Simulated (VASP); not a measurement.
Band structure of Ge (relaxed from the simple-cubic structure, space group Pm-3m). All values below come from r2SCAN meta-GGA, VASP's PBE PAW potentials (set 64) (plane waves; VASP).

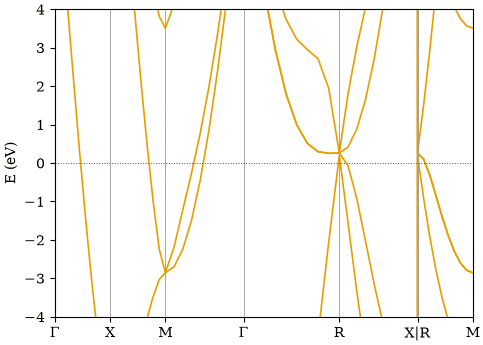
Figure: Bands along high-symmetry lines, zero at the valence-band maximum or, without a gap, the Fermi level

Task: Read the plot: is there a gap, and where are the band edges?

Result: It has no gap at this level: it comes out as a metal or semimetal.

The structure was generated: Ge was put into the simple-cubic type (Pm-3m), which need not be its known phase. It was relaxed first, which changed the volume by -13 %.
